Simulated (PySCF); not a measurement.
# C6H14OSSi (SMILES C=CC(C)(C)O[SiH2]SC): what the fields show

Input file:

```
{"job": {"kind": "nmr", "xc": "PBE0", "basis": "pcSseg-1"}, "charge": 0, "multiplicity": 1}
C     -2.994847    -1.515132     0.766007
C     -1.736238    -1.239161     0.486377
C     -1.149568     0.120520     0.193286
C     -2.045115     1.280757     0.626785
C     -0.854233     0.207831    -1.305300
O      0.038983     0.206314     0.958976
Si     1.573490     0.560471     0.695324
S      2.484614    -0.818714    -0.681384
C      4.223502    -0.338911    -0.465490
H     -3.760768    -0.760625     0.816483
H     -3.313490    -2.526430     0.953426
H     -0.995529    -2.026726     0.448064
H     -2.297851     1.180781     1.678799
H     -2.954558     1.303915     0.034628
H     -1.507284     2.215327     0.486709
H     -0.163725    -0.580453    -1.595290
H     -1.775344     0.097110    -1.871215
H     -0.404480     1.170196    -1.537916
H      2.134393     0.358899     2.019377
H      1.813271     1.894612     0.141769
H      4.346927     0.709235    -0.719017
H      4.809949    -0.956488    -1.137058
H      4.523149    -0.516343     0.562614
```

Launched as:

```sh
OMP_NUM_THREADS=1 python probes_run.py task.json out
```

Geometry: GFN2-xTB.

Method: PySCF, PBE0/pcSseg-1, SCF density, gas phase, non-relativistic.

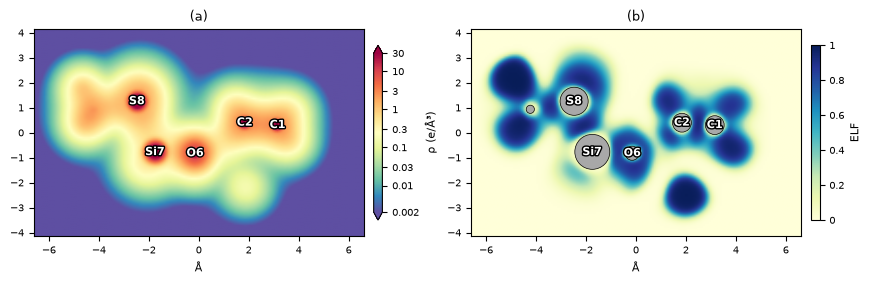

Figure 1. (a) electron density; (b) ELF on the plane of atoms O6, Si7 and S8. Grey discs cover the atomic cores in the ELF map.

Describe what can be read from this map.

Answer. The plane passes through C, O, Si and S nuclei.
C–C (1.32 Å): ρ at the midpoint is about 2.3 e/Å³; the ELF peaks at about 0.90 between the atoms: a short, multiple covalent bond.
Si–O (1.60 Å): ρ is about 1.2 e/Å³ halfway; the ELF peaks at about 0.85 between the atoms, as expected for a polar covalent bond.
Si–S (2.15 Å): ρ is about 0.85 e/Å³ halfway; the ELF peaks at about 0.95 between the atoms; a shared electron pair.
The ELF also peaks beside O6 and S8, away from the bonds: lone-pair regions.

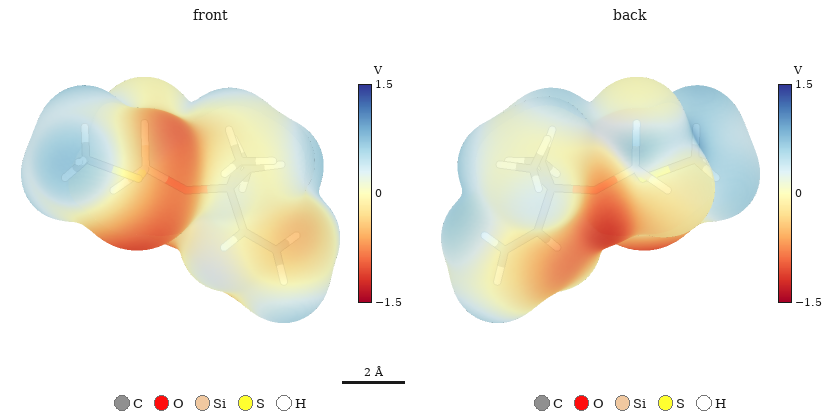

Figure 2. The molecular electrostatic potential painted on the density surface at 0.001 e/bohr³, seen from the front and from behind; red is negative and blue positive.

Which sites attract a positive test charge, and which a negative one?

Answer. A positive charge is drawn to the negative regions and a negative charge to the positive ones. The most negative region (about −1.1 V) lies over O6, the most positive (about +0.8 V) over Si7. O6 is the likeliest acceptor of a hydrogen bond.

How polar is the molecule by this calculation?

Answer. Its dipole moment is 1.28 D.
